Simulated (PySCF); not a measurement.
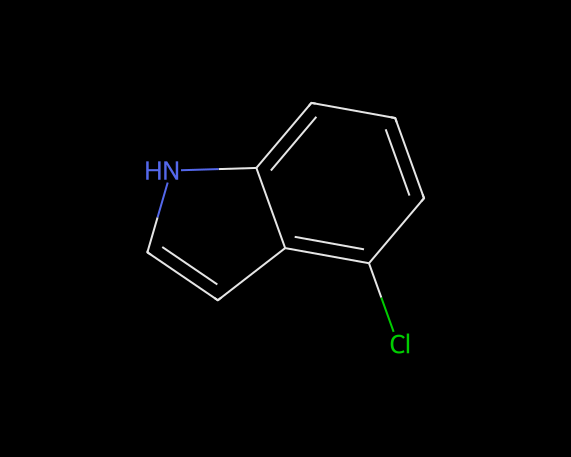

Skeletal drawing of a molecule.

> Write the SMILES.

Clc1cccc2[nH]ccc12

> Give the formula, hydrogens included.

C8H6ClN.

> An optimisation with PBE0-D3(BJ)/def2-SVP gave a structure of which point group?

Cs.

More results for the same structure follow; atom numbers are the same in all pictures, views and colours differ. Computed geometry: PBE0-D3(BJ)/def2-SVP optimisation. No frequency run is at hand to confirm it as a minimum.

## Ring current

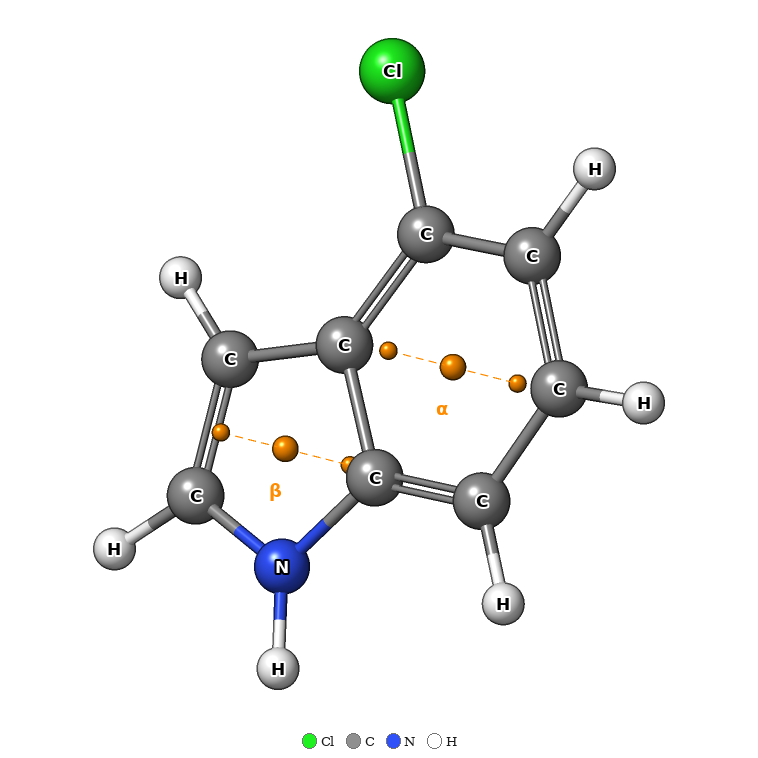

The small points mark where nucleus-independent chemical shifts (NICS) were computed: at the centre of each lettered ring and 1 Å above and below it. No frequency run is at hand to confirm it as a minimum. Properties computed with GIAO PBE0/pcSseg-1 NMR shielding, non-relativistic, IEF-PCM chloroform (PySCF 2.14.0).

Give NICS(0), NICS(1) and the out-of-plane component NICS(1)zz for each ring (means of the two sides).

```csv
ring,members,NICS(0),NICS(1),NICS(1)zz
α,C6,−10.7,−11.7,−28.5
β,C4N,−13.6,−11.8,−29.7
```

Values in ppm.

> What do the values say about the ring currents?

Ring α: diatropic, as in an aromatic ring. Ring β: diatropic, as in an aromatic ring. NICS is one index among several.

## Polarisability

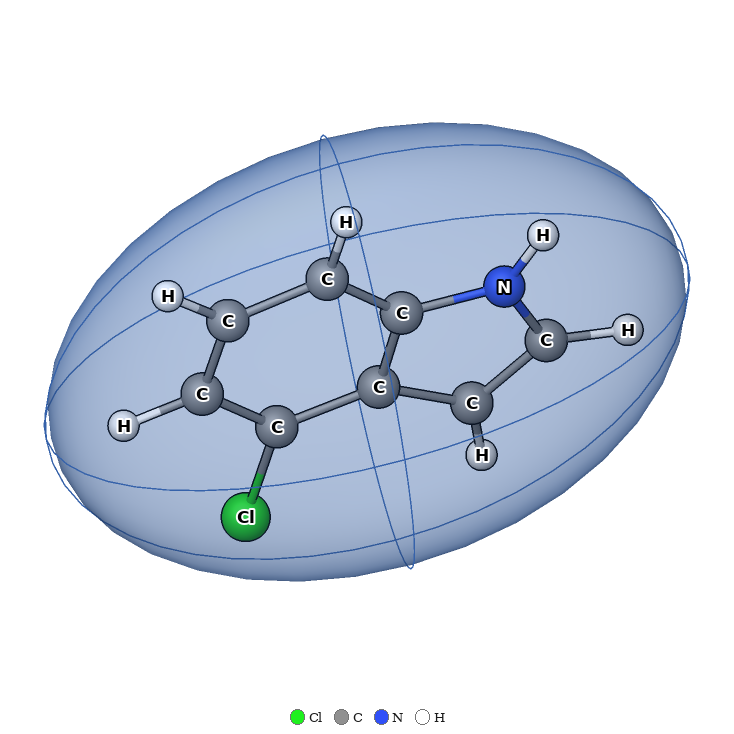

The ellipsoid shows the static dipole polarisability: its half-axes are proportional to the principal values. No frequency run is at hand to confirm it as a minimum. Computed with PBE0/def2-SVPD (PySCF 2.14.0).

> Give the principal values, the mean and the anisotropy.

Principal values 63.3, 132.6, 145.4 bohr³; mean 113.8 bohr³ (16.86 Å³); anisotropy 76.5 bohr³, so the longest axis is 2.30 times the shortest.

## Excitation

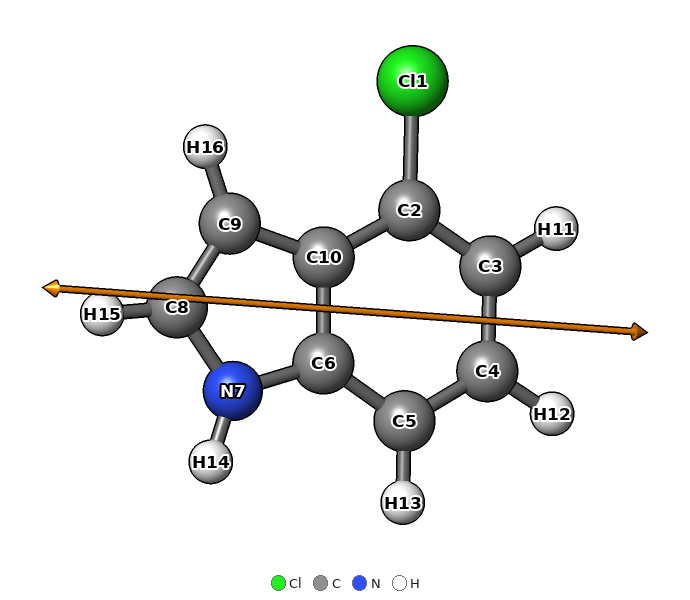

The double arrow shows the direction of the transition dipole to excited singlet state 2 (its length means nothing). No frequency run is at hand to confirm it as a minimum. Properties computed with TDDFT PBE0/def2-SVPD, vertical, gas phase, core orbitals frozen in the response (PySCF 2.14.0).

> How is the transition polarised?

In the molecular plane, at 61° to the long direction Cl1···N7.

> Where does the transition lie, and how strong is it?

4.92 eV (252 nm), oscillator strength 0.017, mainly HOMO−1 → LUMO (weight 0.56); transition dipole 0.95 D.
